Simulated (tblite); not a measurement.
# Geometry relaxation of C5H10BFGe (part 1 of 4)

- system: C5H10BFGe
- method: GFN2-xTB geometry optimisation, gas phase (tblite 0.8.0)

It belongs to a series of runs on one base structure; here: C replaced by Ge.

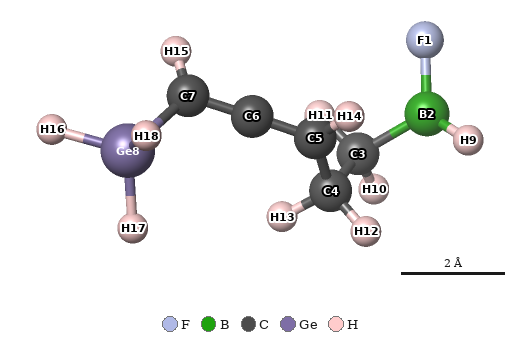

Fig. 1: The structure as given in the input (ball-and-stick view, seen at a tilt; atoms are numbered from 1 in the order of the input). Sticks mark near contacts.

Results in brief

```json
{"quantity": "outcome", "value": "converged"}
{"quantity": "total energy", "value": "−643.7644 eV"}
{"quantity": "hardware", "value": "1 CPU thread, shared host"}
{"quantity": "wall time", "value": "2.2 s"}
{"quantity": "peak memory", "value": "0.18 GiB"}
```

Input
```
{"job": {"kind": "relax", "xc": "GFN2-xTB", "basis": "xTB"}, "charge": 0, "multiplicity": 1}
F     -3.071000     1.816900     0.801000
B     -3.062100     0.600300     0.029500
C     -2.089700    -0.573600     0.561700
C     -1.034200    -0.813500    -0.502000
C     -0.293600     0.444000    -0.654500
C      0.797200     0.541900     0.040600
C      1.909700     0.624000     0.736600
Ge     3.445200    -0.141400    -0.087000
H     -3.435900     0.622600    -1.085900
H     -2.751500    -1.450900     0.731600
H     -1.612600    -0.241200     1.516400
H     -1.466600    -1.205300    -1.444700
H     -0.375100    -1.624600    -0.066400
H     -0.533900     1.259300    -1.282000
H      1.849500     1.096100     1.680900
H      4.661600    -0.191200     0.867400
H      3.208400    -1.581500    -0.603200
H      3.846000     0.824500    -1.251500
```

The first line tells a small driver script what to run in tblite; the rest is the geometry in Å.

Run as:
```bash
OMP_NUM_THREADS=1 python <driver script> task.json out
```

Log
```
step      E/eV     max force
  0    -642.90549    3.180
  1    -643.31337    1.641
  2    -643.37975    3.550
  3    -643.49076    0.978
  4    -643.52667    0.501
  5    -643.55663    0.472
  6    -643.58923    0.373
  7    -643.60753    0.289
  8    -643.62159    0.282
  9    -643.63136    0.221
 10    -643.63923    0.215
 11    -643.64368    0.128
 12    -643.64637    0.126
 13    -643.64884    0.118
 14    -643.65188    0.135
 15    -643.65503    0.149
 16    -643.65794    0.137
 17    -643.66084    0.127
 18    -643.66443    0.161
 19    -643.66880    0.181
 20    -643.67309    0.142
 21    -643.67665    0.149
 22    -643.67985    0.149
 23    -643.68328    0.176
 24    -643.68705    0.160
 25    -643.69081    0.135
 26    -643.69411    0.126
 27    -643.69679    0.136
 28    -643.69894    0.121
 29    -643.70066    0.109
 30    -643.70214    0.081
 31    -643.70358    0.116
 32    -643.70496    0.108
 33    -643.70610    0.072
 34    -643.70695    0.068
 35    -643.70767    0.086
 36    -643.70832    0.094
 37    -643.70881    0.058
 38    -643.70915    0.047
 39    -643.70948    0.048
 40    -643.71001    0.090
 41    -643.71082    0.117
 42    -643.71181    0.096
 43    -643.71271    0.087
 44    -643.71352    0.073
 45    -643.71447    0.101
 46    -643.71566    0.127
 47    -643.71679    0.089
 48    -643.71753    0.058
 49    -643.71805    0.047
 50    -643.71861    0.077
 51    -643.71928    0.080
 52    -643.71990    0.070
 53    -643.72037    0.052
 54    -643.72079    0.051
 55    -643.72128    0.067
 56    -643.72179    0.049
 57    -643.72222    0.050
 58    -643.72261    0.057
 59    -643.72312    0.077
 60    -643.72384    0.094
 61    -643.72461    0.071
 62    -643.72515    0.052
 63    -643.72547    0.050
 64    -643.72580    0.062
 65    -643.72623    0.057
 66    -643.72730    0.045
 67    -643.72765    0.044
 68    -643.72803    0.043
 69    -643.72840    0.048
 70    -643.72902    0.049
 71    -643.72973    0.062
 72    -643.73033    0.101
 73    -643.73100    0.070
 74    -643.73163    0.055
 75    -643.73261    0.070
 76    -643.73311    0.083
 77    -643.73359    0.065
 78    -643.73392    0.044
 79    -643.73429    0.036
 80    -643.73467    0.041
 81    -643.73495    0.039
 82    -643.73507    0.068
 83    -643.73523    0.028
 84    -643.73538    0.043
 85    -643.73560    0.065
 86    -643.73584    0.056
 87    -643.73608    0.041
 88    -643.73634    0.036
 89    -643.73669    0.040
 90    -643.73710    0.044
 91    -643.73742    0.055
 92    -643.73762    0.035
 93    -643.73762    0.157
 94    -643.73804    0.051
 95    -643.73833    0.029
 96    -643.73879    0.073
 97    -643.73921    0.090
 98    -643.73964    0.078
 99    -643.74000    0.045
100    -643.74042    0.037
101    -643.74077    0.036
102    -643.74100    0.044
103    -643.74130    0.052
104    -643.74169    0.087
105    -643.74216    0.054
106    -643.74261    0.048
107    -643.74293    0.046
108    -643.74308    0.095
109    -643.74331    0.048
110    -643.74365    0.051
111    -643.74405    0.044
112    -643.74441    0.038
113    -643.74482    0.042
114    -643.74526    0.059
115    -643.74566    0.047
116    -643.74602    0.040
117    -643.74632    0.042
118    -643.74663    0.049
119    -643.74700    0.054
120    -643.74735    0.034
121    -643.74763    0.035
122    -643.74788    0.036
123    -643.74815    0.053
124    -643.74841    0.055
125    -643.74861    0.037
126    -643.74872    0.030
127    -643.74880    0.022
128    -643.74889    0.021
129    -643.74904    0.034
130    -643.74921    0.037
131    -643.74935    0.028
132    -643.74948    0.028
133    -643.74965    0.036
134    -643.74991    0.051
135    -643.75031    0.092
136    -643.75085    0.074
137    -643.75141    0.129
138    -643.75233    0.066
139    -643.75318    0.064
140    -643.75375    0.085
141    -643.75464    0.111
142    -643.75555    0.121
143    -643.75618    0.059
144    -643.75678    0.047
145    -643.75704    0.030
146    -643.75734    0.038
147    -643.75754    0.032
148    -643.75785    0.040
149    -643.75816    0.037
150    -643.75846    0.038
151    -643.75871    0.039
152    -643.75889    0.037
153    -643.75914    0.041
154    -643.75948    0.039
155    -643.75998    0.031
156    -643.76038    0.034
157    -643.76041    0.047
158    -643.76085    0.039
159    -643.76102    0.030
160    -643.76124    0.026
161    -643.76137    0.022
162    -643.76147    0.026
163    -643.76158    0.028
164    -643.76171    0.030
165    -643.76185    0.029
166    -643.76197    0.028
167    -643.76206    0.024
168    -643.76215    0.022
169    -643.76222    0.025
170    -643.76230    0.025
171    -643.76238    0.032
172    -643.76249    0.038
173    -643.76268    0.027
174    -643.76286    0.030
175    -643.76308    0.044
176    -643.76334    0.059
177    -643.76365    0.061
178    -643.76346    0.166
179    -643.76401    0.037
180    -643.76410    0.016
181    -643.76419    0.019
182    -643.76424    0.020
183    -643.76430    0.013
184    -643.76433    0.013
185    -643.76436    0.010
186    -643.76439    0.012
187    -643.76441    0.008
```

Trajectory as extended XYZ (Å, eV, eV/Å), 45 of the 188 frames kept, from step=0 to step=187
```
18
Properties=species:S:1:pos:R:3:forces:R:3 step=0 energy=-642.90549
F    -3.0710    1.8169    0.8010   -0.3230  -2.6220  -1.7700
B    -3.0621    0.6003    0.0295    1.1410   2.1920   1.4790
C    -2.0897   -0.5736    0.5617   -1.9760   0.9520   0.6000
C    -1.0342   -0.8135   -0.5020   -0.3030  -2.0330   0.3300
C    -0.2936    0.4440   -0.6545    1.6540  -0.1640   0.2410
C     0.7972    0.5419    0.0406    1.0110   0.5990   0.6290
C     1.9097    0.6240    0.7366   -1.6030  -0.2490  -0.9660
Ge    3.4452   -0.1414   -0.0870    1.3770  -0.0600  -0.5080
H    -3.4359    0.6226   -1.0859   -0.3400   0.2060   0.4080
H    -2.7515   -1.4509    0.7316    0.7410   0.1780   0.0820
H    -1.6126   -0.2412    1.5164   -0.3260  -0.6040  -0.6740
H    -1.4666   -1.2053   -1.4447    0.1380   0.3620   0.4330
H    -0.3751   -1.6246   -0.0664   -0.2780   0.7570  -0.7190
H    -0.5339    1.2593   -1.2820   -0.6740   0.3110  -0.6340
H     1.8495    1.0961    1.6809    0.2640   0.1790   0.8140
H     4.6616   -0.1912    0.8674   -0.4520  -0.0050  -0.3150
H     3.2084   -1.5815   -0.6032    0.0650   0.6820   0.1310
H     3.8460    0.8245   -1.2515   -0.1150  -0.6810   0.4400
18
Properties=species:S:1:pos:R:3:forces:R:3 step=4 energy=-643.52667
F    -3.0931    1.7559    0.7547   -0.1790  -0.2850  -0.2960
B    -3.0140    0.6453    0.0352    0.1190   0.4540   0.1760
C    -2.1456   -0.5436    0.5701    0.0680  -0.1280  -0.0530
C    -1.0567   -0.8403   -0.4799    0.1400   0.0230   0.0140
C    -0.2557    0.4224   -0.6705    0.2430  -0.0270  -0.0740
C     0.8098    0.5736    0.0490   -0.0550   0.2180  -0.0530
C     1.9031    0.6180    0.7367    0.1240  -0.0050   0.1180
Ge    3.4933   -0.1375   -0.1026   -0.0020   0.0970   0.0990
H    -3.4526    0.6387   -1.0494   -0.2730   0.1730  -0.0090
H    -2.7277   -1.4487    0.7404   -0.0030  -0.0550   0.0730
H    -1.6299   -0.2717    1.4941   -0.1410  -0.1540   0.0580
H    -1.4669   -1.1913   -1.4291   -0.1310   0.1090   0.0980
H    -0.3791   -1.6103   -0.0902   -0.1250   0.0400  -0.0980
H    -0.5662    1.2479   -1.3012   -0.2640  -0.3830  -0.0880
H     1.8695    1.0938    1.7078    0.2780  -0.1540   0.0660
H     4.6440   -0.1918    0.8542    0.0200  -0.0090  -0.0100
H     3.2146   -1.5412   -0.5974    0.0800   0.3350   0.0060
H     3.8446    0.7872   -1.2335    0.1000  -0.2500  -0.0270
18
Properties=species:S:1:pos:R:3:forces:R:3 step=8 energy=-643.62159
F    -3.1329    1.7574    0.7358    0.0080   0.0680   0.0840
B    -2.9930    0.6658    0.0204   -0.2540  -0.1220  -0.0050
C    -2.1414   -0.5498    0.5632   -0.0440   0.1430   0.0500
C    -1.0427   -0.8355   -0.4778   -0.0410  -0.1150   0.0580
C    -0.2219    0.4092   -0.6853   -0.1680   0.0090   0.0590
C     0.8209    0.6208    0.0528    0.0160   0.0170   0.0440
C     1.9141    0.6182    0.7495   -0.0680   0.0960  -0.0190
Ge    3.5007   -0.1145   -0.0822    0.1170   0.0560  -0.0270
H    -3.5044    0.6753   -1.0390   -0.0150   0.0110   0.0010
H    -2.7265   -1.4568    0.7473    0.0100   0.1030  -0.1940
H    -1.6558   -0.3045    1.5078    0.0170   0.0280   0.0710
H    -1.4923   -1.1665   -1.4129   -0.0020   0.0610  -0.0700
H    -0.3898   -1.6186   -0.1055    0.1170  -0.2270   0.0320
H    -0.6212    1.1770   -1.3293    0.0060  -0.0290  -0.1350
H     1.9281    1.0645    1.7310    0.0890  -0.0310   0.1080
H     4.6515   -0.1929    0.8561    0.1010   0.0260   0.0980
H     3.2289   -1.4813   -0.5994   -0.0150  -0.1060  -0.0540
H     3.8689    0.7385   -1.2441    0.1260   0.0120  -0.0980
18
Properties=species:S:1:pos:R:3:forces:R:3 step=13 energy=-643.64884
F    -3.1474    1.7599    0.7417   -0.0520  -0.0150   0.0450
B    -3.0237    0.6633    0.0265    0.0390   0.0520   0.0460
C    -2.1445   -0.5365    0.5648   -0.0040  -0.0390  -0.0230
C    -1.0420   -0.8472   -0.4663    0.0580   0.0340  -0.0540
C    -0.2296    0.4055   -0.6753    0.0600   0.0080   0.0190
C     0.8152    0.6353    0.0596    0.0530  -0.0320   0.0590
C     1.9157    0.6356    0.7488    0.0380   0.0030  -0.0360
Ge    3.5203   -0.1035   -0.0842   -0.0480   0.0160   0.0220
H    -3.5279    0.6845   -1.0347   -0.0660  -0.0390   0.0070
H    -2.7320   -1.4426    0.7144   -0.1010  -0.0350  -0.0150
H    -1.6658   -0.3056    1.5187   -0.0490   0.0310  -0.0130
H    -1.4945   -1.1505   -1.4118    0.0120  -0.0200   0.0150
H    -0.3884   -1.6495   -0.1099   -0.1060   0.0520   0.0100
H    -0.6313    1.1443   -1.3565    0.0570  -0.0410   0.0350
H     1.9586    1.0490    1.7495   -0.0060  -0.0100  -0.1030
H     4.6692   -0.1859    0.8725   -0.0210   0.0310  -0.0130
H     3.2342   -1.4763   -0.6055    0.0340  -0.0060   0.0140
H     3.9055    0.7265   -1.2638    0.1020   0.0100  -0.0150
18
Properties=species:S:1:pos:R:3:forces:R:3 step=17 energy=-643.66084
F    -3.1735    1.7554    0.7636   -0.0280   0.0010   0.0320
B    -3.0347    0.6703    0.0350   -0.0700  -0.0060  -0.0410
C    -2.1564   -0.5343    0.5571   -0.0400   0.0310  -0.0120
C    -1.0434   -0.8427   -0.4633   -0.0660  -0.0640  -0.0060
C    -0.2186    0.3983   -0.6645   -0.0130  -0.0400  -0.0330
C     0.8193    0.6329    0.0760    0.0480  -0.0520  -0.1060
C     1.9349    0.6470    0.7362    0.0150  -0.0410   0.0250
Ge    3.5337   -0.0958   -0.0934    0.0560   0.0060  -0.0310
H    -3.5596    0.6762   -1.0168   -0.0460   0.0300   0.0010
H    -2.7620   -1.4357    0.6838    0.0190   0.0340   0.0390
H    -1.6896   -0.2993    1.5152   -0.0360  -0.0870   0.0220
H    -1.4874   -1.1462   -1.4095   -0.0520   0.0110  -0.0970
H    -0.4149   -1.6584   -0.1080    0.0590  -0.0330   0.1050
H    -0.6147    1.1189   -1.3636    0.0370   0.1090   0.0250
H     1.9757    1.0437    1.7390    0.0730   0.0970   0.0330
H     4.6705   -0.1694    0.8784   -0.0170   0.0120  -0.0010
H     3.2494   -1.4741   -0.6028    0.0360   0.0080   0.0070
H     3.9627    0.7196   -1.2740    0.0260  -0.0160   0.0380
18
Properties=species:S:1:pos:R:3:forces:R:3 step=21 energy=-643.67665
F    -3.2185    1.7456    0.8012   -0.0310  -0.0350  -0.0690
B    -3.0687    0.6812    0.0421   -0.0640  -0.0530   0.0280
C    -2.1829   -0.5264    0.5417    0.0130  -0.0120  -0.0100
C    -1.0574   -0.8517   -0.4663   -0.0020   0.0720   0.0430
C    -0.2054    0.3781   -0.6592   -0.0110  -0.0120   0.0010
C     0.8439    0.6062    0.0695   -0.0310  -0.0660  -0.0140
C     1.9634    0.6495    0.7238   -0.0190  -0.0050  -0.0360
Ge    3.5628   -0.0855   -0.1101    0.0420  -0.0400   0.0440
H    -3.6189    0.6746   -0.9961   -0.0340   0.1160  -0.0080
H    -2.8026   -1.4202    0.6566    0.0150   0.0020  -0.0030
H    -1.7331   -0.3156    1.5145    0.0180  -0.0440  -0.0370
H    -1.4905   -1.1414   -1.4288    0.0450  -0.0270   0.1390
H    -0.4435   -1.6701   -0.0764   -0.0650   0.0610  -0.0960
H    -0.5753    1.1184   -1.3574   -0.0050  -0.0150   0.0620
H     2.0174    1.0680    1.7207    0.0260   0.0510  -0.0850
H     4.6685   -0.1435    0.8870    0.0960  -0.0260   0.0750
H     3.2832   -1.4715   -0.5970    0.0430   0.0120  -0.0240
H     4.0489    0.7105   -1.2776   -0.0360   0.0190  -0.0120
18
Properties=species:S:1:pos:R:3:forces:R:3 step=26 energy=-643.69411
F    -3.2848    1.7286    0.8269   -0.0300   0.0240   0.0510
B    -3.1302    0.6783    0.0516    0.0260   0.0550  -0.0350
C    -2.2183   -0.5208    0.5272   -0.0500  -0.0200   0.0180
C    -1.0769   -0.8436   -0.4583   -0.0560  -0.0640  -0.0020
C    -0.1942    0.3570   -0.6477   -0.0320   0.0240   0.0620
C     0.8704    0.5584    0.0645    0.0090   0.0540   0.0050
C     2.0003    0.6480    0.6928    0.0770   0.0040  -0.0450
Ge    3.6174   -0.0816   -0.1085    0.1000  -0.0430  -0.0180
H    -3.7002    0.7143   -0.9769    0.0230  -0.0250  -0.0020
H    -2.8445   -1.4117    0.6222    0.0170  -0.0730  -0.0230
H    -1.7744   -0.3439    1.5080   -0.0280   0.0840   0.0140
H    -1.4903   -1.1467   -1.4183   -0.0740   0.0190  -0.1000
H    -0.4880   -1.6721   -0.0657    0.0660  -0.0500   0.0460
H    -0.5398    1.1162   -1.3348   -0.0520   0.0100  -0.0240
H     2.0717    1.1153    1.6650   -0.0350   0.0330  -0.0080
H     4.7017   -0.1259    0.9221    0.0240  -0.0350  -0.0130
H     3.3415   -1.4675   -0.6017    0.0710   0.0110   0.0010
H     4.1298    0.7040   -1.2802   -0.0560  -0.0070   0.0720
18
Properties=species:S:1:pos:R:3:forces:R:3 step=30 energy=-643.70214
F    -3.3163    1.7237    0.8434    0.0080  -0.0370   0.0070
B    -3.1504    0.6847    0.0527    0.0030  -0.0220   0.0210
C    -2.2399   -0.5233    0.5236    0.0130   0.0120  -0.0290
C    -1.0904   -0.8475   -0.4559    0.0290   0.0290   0.0090
C    -0.1978    0.3535   -0.6316   -0.0060  -0.0210  -0.0150
C     0.8836    0.5452    0.0610    0.0070  -0.0060  -0.0710
C     2.0248    0.6486    0.6704   -0.0560   0.0200   0.0040
Ge    3.6536   -0.0889   -0.1044   -0.0610   0.0150   0.0330
H    -3.7260    0.7289   -0.9726    0.0470  -0.0210  -0.0070
H    -2.8572   -1.4234    0.6072    0.0090   0.0290   0.0290
H    -1.7970   -0.3386    1.5054   -0.0740   0.0150  -0.0200
H    -1.5016   -1.1453   -1.4242    0.0240   0.0580   0.0510
H    -0.4985   -1.6765   -0.0580   -0.0500   0.0180  -0.0190
H    -0.5363    1.1157   -1.3234   -0.0340  -0.0400   0.0380
H     2.0855    1.1419    1.6323    0.0180  -0.0120  -0.0130
H     4.7254   -0.1290    0.9363    0.0320  -0.0270  -0.0100
H     3.3820   -1.4684   -0.6052    0.0630  -0.0470  -0.0020
H     4.1480    0.7049   -1.2687    0.0290   0.0380  -0.0060
```
